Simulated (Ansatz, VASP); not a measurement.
# Cross-check of BaTiO3 between VASP and Ansatz

One calculation is typed for both programs; each brings its own data sets and cutoff. How far apart do they land? The cell comes out of the VASP series on this material, whose earlier steps may have relaxed, scaled or displaced it; both programs get it as it stands.

Program: Ansatz 0.2.0. Level of theory: plane waves, with VASP 6.6.1 beside it; band structure at HSE06. Results are calculated unless marked as measured.

## (1) Starting point

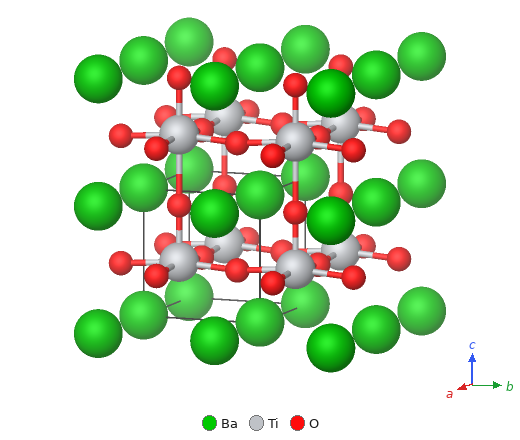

The starting structure, seen slightly off an axis (barium green, titanium light grey, oxygen red). 2×2×2 cells are drawn. Some periodic images of atoms are drawn too.

## (2) Ansatz: band structure, HSE06

Ansatz runs on its default PAW (the set named soft_2) files.

The same path points are solved in both programs, so levels can be compared one by one.

Input file input.yaml:

```yaml
crystal:
  lattice:
    - [3.9873869246, 0.0, 0.0]
    - [0.0, 3.9873869246, 0.0]
    - [0.0, 0.0, 4.1187101708]
  atoms:
    - { symbol: Ba, position: [0.0, 0.0, 0.0066704939] }
    - { symbol: Ti, position: [0.5, 0.5, 0.5251820461] }
    - { symbol: O, position: [0.5, 0.5, 0.9706868149] }
    - { symbol: O, position: [0.5, 0.0, 0.4872303225] }
    - { symbol: O, position: [0.0, 0.5, 0.4872303225] }
hamiltonian:
  xc: { exchange: pbe, correlation: pbe, exx: { coeff: 0.25, omega: 0.2 } }
  pseudopotentials: { kind: paw }
kpoints:
  mp_grid: { grid: [4, 4, 4] }
  band_path:
    path:
      - [0.0, 0.0, 0.0]
      - [0.0, 0.4, 0.0]
      - [0.3, 0.5, 0.0]
      - [0.3, 0.3, 0.0]
      - [0.0, 0.0, 0.1]
      - [0.0, 0.0, 0.5]
      - [0.0, 0.4, 0.5]
      - [0.3, 0.5, 0.5]
      - [0.5, 0.5, 0.5]
      - [0.3, 0.3, 0.5]
      - [0.0, 0.5, 0.1]
      - [0.5, 0.5, 0.0]
      - [0.5, 0.5, 0.5]
    npoints: 1
scf:
  occupations: { method: gaussian, width: 0.05 }
  n_extra_bands: 8
output:
  forces: true
  stress: true
  eigenvalues: true
```

Launch:

```console
ansatz run input.yaml --threads 4 --pin off --max-ram 9216MiB --backend cpu --events-out ev --progress --plain --runs-dir out
```

Numbers of over 12 decimals in the logs are rounded to 6 here.

Output:

```text
Warning: output.stress: scf.convergence.dr2_threshold = 1e-7 eV (the SCF's general default) is looser than the 5e-10 eV advised for a printed stress (1e-10 eV for each atom of the cell: 5). What an SCF threshold leaves in a stress goes as its square root, and in the free energy as the threshold itself, and one threshold admits the most on a small cell: [figures from the program's tests cut] Set scf.convergence.dr2_threshold to 5e-10 eV or tighter. The threshold is an SCF's pass mark: one that does not reach it within its budget of iterations ends unconverged, or closes short of it on a stop that the run arms, and scf.convergence.dr2_threshold's page says what that costs each kind of run
Warning: output.stress: scf.exx.energy_threshold = 1e-6 eV is looser than the 5e-8 eV advised for a stress under a hybrid functional (1e-8 eV for each atom of the cell: 5). Every SCF of the exchange loop can meet its threshold on dr2 while the loop round them stops early: no threshold on dr2 bounds what that leaves in the stress. Set scf.exx.energy_threshold to 5e-8 eV or tighter. The threshold is the loop's pass mark: a loop that does not reach it within its budget of cycles ends unconverged, and scf.exx.energy_threshold's page has the law
scf.n_extra_bands = 8 over 20 filled bands (N_el = 40.0): the run solves 28 bands
Engine: ansatz 0.2.0, aarch64-unknown-linux-gnu
Pseudopotentials: kind: paw
Pseudopotential: Ba, paw, valence charge 10, recommended cutoff 420 eV (normal), Ba.paw.azcp
Pseudopotential: Ti, paw, valence charge 12, recommended cutoff 420 eV (normal), Ti.paw.azcp
Pseudopotential: O, paw, valence charge 6, recommended cutoff 420 eV (normal), O.paw.azcp
Functional definition: unnamed
  parameter a_1 = 0.25
  parameter omega_1 = 0.2/angstrom
  exchange = pbe_x + (-a_1)*pbe_x_sr(omega_1) + a_1*exact_x_sr(omega_1)
  correlation = pbe_c
Crystal: 5 atoms, lattice volume = 65.484 Å³
Basis set: ecut = 420 eV, 1293 PW (Γ), exchange–correlation on 54×54×60 points (8 copies of the dense FFT grid, shifted against one another)
Bands: 28, of which v1, the nominal top of the filled ones, is band 20 counted from 1 (19 counted from 0)
Symmetry: 8 space group operations
Space group: P4mm (ITA 99), of the structure as read, at distance tolerance 4.0e-5 Å
k-points: 18 of 64 (time reversal used)
Non-local potential: Ba, projectors of the file, l = 0: 3, l = 1: 2, l = 2: 2, l = 3: 2
Non-local potential: Ti, projectors of the file, l = 0: 3, l = 1: 2, l = 2: 3, l = 3: 1
Non-local potential: O, projectors of the file, l = 0: 2, l = 1: 2, l = 2: 1
PAW form: soft (Blöchl's): semilocal exchange-correlation on the pseudo side does not see the compensation charge
PAW frozen core: Ba, regenerated for the run's functional, and the local potential with it (the file was generated under x = pbe(κ = 0.804, μ = 0.219515), c = pbe(β = 0.066725))
PAW frozen core: Ti, regenerated for the run's functional, and the local potential with it (the file was generated under x = pbe(κ = 0.804, μ = 0.219515), c = pbe(β = 0.066725))
PAW frozen core: O, regenerated for the run's functional, and the local potential with it (the file was generated under x = pbe(κ = 0.804, μ = 0.219515), c = pbe(β = 0.066725))
PAW one-centre angular grid: Ba, 194 points (default); XC on 64 Gauss nodes
PAW one-centre angular grid: Ti, 590 points (default); XC on 64 Gauss nodes
PAW one-centre angular grid: O, 110 points (default); XC on 96 Gauss nodes
Initial density: superposition of atomic densities (neutral atoms: chi_scale 0, normalization atom), corrected by the library's trained network
Initial wavefunctions: pseudopotential atomic-orbital guess
Functional: x = pbe(κ = 0.804, μ = 0.219515), c = pbe(β = 0.066725), warm-up for x = pbe(κ = 0.804, μ = 0.219515) + 0.25 (exact − pbe) at short range (hse, ω = 0.2 Å⁻¹), c = pbe(β = 0.066725)
SCF iter   1: F=—  HF=-10159.610186 eV  |F-HF|=—  |Δ(HF+E_count)|=         —  Δρ=1.40e-3  dr2=7.58e-4  ethr=1.77e-3  ⟨swp⟩=12.9  Hψ=2565  notcnv=0
preconditioner: auto → none  [insulator: Δε(μ)=1.823 eV  Ē_g=13.242 eV  σ=0.050 eV  W_gap=1.00  n_scr=18 (ndim 8)  ℏωp=26.0 eV  f_vac=0.000  D(μ)=0.00/eV (n_scr^D=0)]
SCF iter   2: F=-10159.611192 eV  HF=-10159.611082 eV  |F-HF|=1.10e-4  |Δ(HF+E_count)|=   8.96e-4  Δρ=6.23e-4  dr2=1.24e-4  ethr=1.89e-6  ⟨swp⟩=5.6  Hψ=1762  notcnv=0  defer=9
SCF 1 stopped early in 2 iterations: F = -10159.611192 eV  dr2 = 1.24e-4
  greatest PAW one-centre occupation: 0.999 electrons in one spin orbital (limit 2), on the Ti atom at site 1 (counted from 0), in its partial waves of l = 0
Initial density: handed on by an earlier stage of this run
Initial wavefunctions: those handed on with the density
Functional: x = pbe(κ = 0.804, μ = 0.219515) + 0.25 (exact − pbe) at short range (hse, ω = 0.2 Å⁻¹), c = pbe(β = 0.066725)
Exchange kernel: α = 0.2500, screened, ω = 0.2000 Å⁻¹, Wigner–Seitz truncation, v(0) = 1114.4503 eV·Å³, q-mesh 4×4×4, nearest image of the exchange supercell L = 15.95 Å, pair-density grid 20×20×20, without the augmentation charges, whose exchange is taken in its separable form by FFT convolution over the k-point mesh (sized by the pseudopotential files, 27×27×30 at the most), smooth part of the exact exchange by density-matrix convolution
Frozen-core exchange: fock
[...]
SCF iter   8: F=-10163.484404 eV  HF=-10163.484387 eV  |F-HF|=1.72e-5  |Δ(HF+E_count)|=   1.39e-6  Δρ=1.98e-5  dr2=3.90e-6  ethr=1.98e-8  ⟨swp⟩=3.1  Hψ=1012  notcnv=0  defer=1
SCF 2 stopped early in 8 iterations: F = -10163.484404 eV  dr2 = 3.90e-6
  Residual-converged pass: ⟨swp⟩=4.2  Hψ=1502  notcnv=0  max |occ|·‖R‖ = 6.5e-6 eV (tolerance 6.7e-6 eV)  dr2=3.95e-6  dr2_onsite=3.19e-8  max |Δocc| = 0.0e0
hybrid outer 1: dexx = +2.850e-2 eV, tail = 1.02e-4 eV
Exchange kernel: α = 0.2500, screened, ω = 0.2000 Å⁻¹, Wigner–Seitz truncation, v(0) = 1114.4503 eV·Å³, q-mesh 4×4×4, nearest image of the exchange supercell L = 15.95 Å, pair-density grid 20×20×20, without the augmentation charges, whose exchange is taken in its separable form by FFT convolution over the k-point mesh (sized by the pseudopotential files, 27×27×30 at the most), smooth part of the exact exchange by density-matrix convolution
Frozen-core exchange: fock
SCF iter   1: F=—  HF=-10163.483549 eV  |F-HF|=—  |Δ(HF+E_count)|=         —  Δρ=1.33e-4  dr2=9.89e-6  ethr=1.27e-6  ⟨swp⟩=4.2  Hψ=1139  notcnv=0
preconditioner: auto → none  [insulator: Δε(μ)=3.296 eV  Ē_g=14.249 eV  σ=0.050 eV  W_gap=1.00  n_scr=18 (ndim 8)  ℏωp=25.1 eV  f_vac=0.000  D(μ)=0.00/eV (n_scr^D=0)]
SCF iter   2: F=—  HF=-10163.483548 eV  |F-HF|=—  |Δ(HF+E_count)|=   4.20e-7  Δρ=5.75e-5  dr2=1.59e-6  ethr=1.72e-8  ⟨swp⟩=4.0  Hψ=1185  notcnv=0
SCF iter   3: F=—  HF=-10163.483551 eV  |F-HF|=—  |Δ(HF+E_count)|=   2.44e-6  Δρ=3.14e-5  dr2=1.94e-7  ethr=2.53e-9  ⟨swp⟩=3.9  Hψ=1173  notcnv=0  defer=2
SCF iter   4: F=—  HF=-10163.483551 eV  |F-HF|=—  |Δ(HF+E_count)|=   3.99e-8  Δρ=1.03e-5  dr2=3.86e-8  ethr=4.47e-10  ⟨swp⟩=4.4  Hψ=1136  notcnv=0  defer=3
SCF iter   5: F=—  HF=-10163.483551 eV  |F-HF|=—  |Δ(HF+E_count)|=   7.06e-8  Δρ=7.72e-6  dr2=3.56e-8  ethr=6.45e-11  ⟨swp⟩=4.4  Hψ=1361  notcnv=0  defer=4
SCF iter   6: F=-10163.483551 eV  HF=-10163.483551 eV  |F-HF|=5.46e-10  |Δ(HF+E_count)|=   8.18e-9  Δρ=9.07e-7  dr2=9.30e-10  ethr=6.45e-11  ⟨swp⟩=3.2  Hψ=994  notcnv=0  defer=3
SCF 3 converged in 6 iterations: F = -10163.483551 eV  dr2 = 9.30e-10
  Residual-converged pass: ⟨swp⟩=4.0  Hψ=1363  notcnv=0  max |occ|·‖R‖ = 6.3e-7 eV (tolerance 7.0e-7 eV)  dr2=1.03e-9  dr2_onsite=5.26e-11  max |Δocc| = 0.0e0
hybrid outer 2: dexx = +2.585e-6 eV, tail = 5.31e-8 eV, Δε = 4.32e-3 eV (about 1.12e-4 eV left of the loop's levels), ΔF = 2.38e-2 eV/Å (tail 3.06e-3)
Exchange kernel: α = 0.2500, screened, ω = 0.2000 Å⁻¹, Wigner–Seitz truncation, v(0) = 1114.4503 eV·Å³, q-mesh 4×4×4, nearest image of the exchange supercell L = 15.95 Å, pair-density grid 20×20×20, without the augmentation charges, whose exchange is taken in its separable form by FFT convolution over the k-point mesh (sized by the pseudopotential files, 27×27×30 at the most), smooth part of the exact exchange by density-matrix convolution
Frozen-core exchange: fock
SCF iter   1: F=—  HF=-10163.483550 eV  |F-HF|=—  |Δ(HF+E_count)|=         —  Δρ=3.30e-6  dr2=7.79e-9  ethr=6.64e-10  ⟨swp⟩=7.4  Hψ=1335  notcnv=0
preconditioner: auto → none  [insulator: Δε(μ)=3.294 eV  Ē_g=14.247 eV  σ=0.050 eV  W_gap=1.00  n_scr=18 (ndim 8)  ℏωp=25.1 eV  f_vac=0.000  D(μ)=0.00/eV (n_scr^D=0)]
SCF iter   2: F=-10163.483550 eV  HF=-10163.483550 eV  |F-HF|=1.47e-9  |Δ(HF+E_count)|=   1.75e-9  Δρ=1.75e-6  dr2=2.03e-9  ethr=1.70e-11  ⟨swp⟩=3.1  Hψ=1029  notcnv=0
SCF 4 converged in 2 iterations: F = -10163.483550 eV  dr2 = 2.03e-9
  Residual-converged pass: ⟨swp⟩=3.9  Hψ=1287  notcnv=0  max |occ|·‖R‖ = 6.3e-7 eV (tolerance 6.8e-7 eV)  dr2=2.11e-9  dr2_onsite=2.18e-10  max |Δocc| = 0.0e0
hybrid outer 3: dexx = +1.494e-9 eV, tail = 4.51e-9 eV, Δε = 2.31e-4 eV (about 8.07e-5 eV left of the loop's levels), ΔF = 2.20e-4 eV/Å (tail 4.68e-4)
NSCF: frozen V_eff on 13 k-points
hybrid SCF converged: 3 outer / 16 inner (+2 warm-up), last move |dexx| = 1.49e-9 eV, tail = 4.51e-9 eV
Stability not checked: this state was not tested for a lower state beside it, because the functional holds exact exchange (a hybrid, or Hartree-Fock), whose exchange loop this test does not read (fock_operator; see scf.lower_state_search)
Free energy (F): -10163.483550 eV
Frozen-core exchange: fock
Harris-Foulkes:  -10163.483550 eV  (|F-HF|=1.47e-9)
Internal energy: -10163.483550 eV  (E = F + TS)
E sigma→0 (E₀):  -10163.483550 eV
Fermi energy:    10.779661 eV
--- Per-component energies (eV) ---
  E_band       = -234.945582
  E_kinetic    = 971.395393
  E_local      = -2129.561095  (includes V_loc(G=0)·N_el)
  E_nonlocal   = 196.556697
  E_hartree    = 828.764169
  E_xc         = -394.512853
  E_vxc        = -435.529400  (∫ρ·V_xc dr)
  E_exx        = -117.533997  (= α·E_x^exact, valence–valence)
  E_paw        = -6726.973906  (= ΣΔE_a)
  E_vpaw       = -260.273955  (= ΣTr[D̂ρ^β])
  E_aug_tail   = 0.007394  (compensation charges beyond the density's cutoff)
  E_ewald      = -2791.225154
  E_core_change = -0.400199  (= ΣΔE_core)
  E_smearing   = -0.000000  (= −TS)
  E_closure    = 0.000000  (closes the sum)
  Σ components = -10163.483550   (vs F -10163.483550, Δ=0.00e0)
--- Forces (eV/Å), atoms counted from 1 ---
  atom   1  Ba     0.00000000     0.00000000     0.05304803
  atom   2  Ti     0.00000000     0.00000000     0.41785581
  atom   3  O      0.00000000     0.00000000    -0.45245773
  atom   4  O     -0.00000000     0.00000000    -0.00918710
  atom   5  O      0.00000000     0.00000000    -0.00918710
  max |Σ_I F_I| component: 7.19e-5 eV/Å
--- Stress (GPa, compression-positive) ---
       -3.837317       0.000000      -0.000000
        0.000000      -3.837317       0.000000
       -0.000000       0.000000      -4.042718
  P = ⅓ Tr σ = -3.9058 GPa (-39.058 kbar)
--- Band table (eV; the first three rows and the last of 18) ---
  k-point 0: bands = [... 16 lower, 7.7786, 8.4746, 8.6889, 8.6889, 12.4267, 12.8672, 12.8672, 14.6204, ... 4 higher]
  k-point 1: bands = [... 16 lower, 7.4249, 7.6257, 8.5364, 8.5364, 12.4895, 13.5758, 13.5758, 14.6175, ... 4 higher]
  k-point 2: bands = [... 16 lower, 6.9843, 7.1145, 8.3882, 8.3882, 12.5548, 14.2540, 14.2540, 14.6181, ... 4 higher]
  k-point 17: bands = [... 16 lower, 6.4864, 8.8145, 8.8145, 9.1326, 14.9490, 14.9490, 15.0609, 17.0292, ... 4 higher]
```

It took 66 s on 4 threads of Arm Neoverse V1, shared host; peak memory 1.4 GiB.

[end of part 1 of 2]

[Lines on the potential files, build, host, timing and source positions are cut from VASP's logs without a mark.]

[Logs are printed without paths, hosts, clocks, repeated set-up lines and the standing remarks that a program may print on its own settings, such as how far it seeks lower states.]

[Hosts, paths, dates, database ids (printed as entryN), source tags and the programs' standing remarks are cut or masked in the printed files.]
